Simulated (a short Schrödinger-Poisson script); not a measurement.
Stack: symmetric double-gate stack, SiO2 on p-type Si(100), at 400 K.

| layer | material | thickness (nm) | Na (cm⁻³) |
|---|---|---|---|
| 1 | SiO2 | 3.7 | - |
| 2 | Si | 8 | 4e15 |
| 3 | SiO2 | 3.7 | - |

Constants are typed, rounded textbook-type inputs, not results; the design itself was drawn at random and stands for no fabricated device. SiO2: permittivity 3.9, conduction-band edge (eV) 3.15, gap (eV) 9, electron mass (mₑ) 0.5. Si: permittivity 11.7, conduction-band edge (eV) 0, gap (eV) 1.124, Nv at 300 K (cm⁻³) 3.1e19.

Channel valleys (confinement mass, in-plane density-of-states mass, number): Δ2 0.916, 0.19, 2; Δ4 0.19, 0.417, 4. At the gates, both at one voltage, the conduction-band edge of layer 1 lies 3.4 eV − eVg above the Fermi level of the channel. Gaps are held at their typed values at every temperature. Mesh 0.03 nm at interfaces.

Solved with a short Schrödinger-Poisson script written for these runs: 1D Poisson equation in equilibrium, electrons quantum, Hartree (BenDaniel-Duke, 12 states a valley, the channel's in-plane mass for all, wave functions free to enter the dielectric), parabolic valleys, classical holes, full ionisation, no traps, pinning or gate leakage.

Only gate voltages with over 1e8 electrons/cm² are shown.

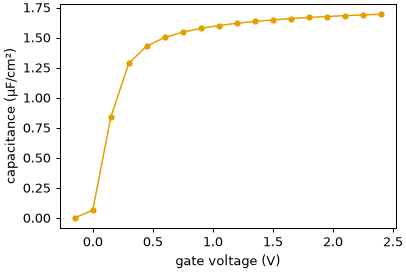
Fig. 1. Quasi-static capacitance against gate voltage

```
Vg (V)  electrons (cm⁻²)  C (μF/cm²)  Δ2 E0 (meV)  Δ2 E1 (meV)  Δ4 E0 (meV)  Δ4 E1 (meV)
------  ----------------  ----------  -----------  -----------  -----------  -----------
-0.15             1.94e8     < 0.003        406.5        424.9        425.8        502.4
0.15             3.81e11       0.839        145.4        162.6        164.6        239.7
0.45             2.70e12        1.43         78.7         89.4         98.2        165.5
0.75             5.50e12        1.55         53.1         58.8         75.3        135.1
1.05             8.45e12        1.60         35.3         38.3         62.3        115.9
1.35             1.15e13        1.63         20.9         22.5         53.5        102.0
1.65             1.46e13        1.66          8.5          9.4         46.9         91.2
1.95             1.77e13        1.68         -2.5         -1.9         41.5         82.2
2.25             2.08e13        1.69        -12.3        -12.0         37.0         74.6
```

Subbands count from the Fermi level. The capacitance is that of both gates.
